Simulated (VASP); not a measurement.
Band structure of AgI (zinc blende). Method: PBE GGA with D4 dispersion, VASP's PBE PAW potentials (set 64) (plane waves; VASP 6.6.1).

Unless said otherwise, spin-orbit coupling is left out, though it shifts the bands of the heavy elements here.

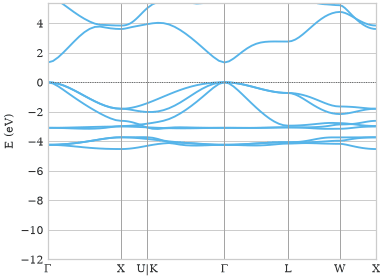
Figure. Bands along high-symmetry lines, zero at the valence-band maximum or, without a gap, the Fermi level

**Question.** Read the plot: is there a gap, and where are the band edges?

**Answer.** The gap is direct, 1.34 eV, from the valence maximum at Γ to the conduction minimum at Γ. (Edges off the drawn lines would not show.)

The compound is AgI in the zinc blende structure, whereas wurtzite is the usual form. It was relaxed first.
